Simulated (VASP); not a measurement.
Band structure of CeO2 (space group Fm-3m). Method: SCAN meta-GGA, VASP's PBE PAW potentials (set 64) (plane waves; VASP).

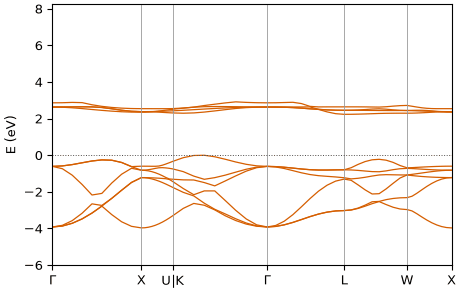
Fig. 1. Bands along high-symmetry lines, zero at the valence-band maximum or, without a gap, the Fermi level

Q: Read the plot: is there a gap, and where are the band edges?

A: The gap is indirect, 2.24 eV, from the valence maximum at (-0.25, 0.25, 0.00) to the conduction minimum at L.

The structure comes from a measured CeO2 entry (Fm-3m) of the Crystallography Open Database, whose conditions weren't checked. It was relaxed first. The run is not spin-polarised, so no magnetic state was tried.
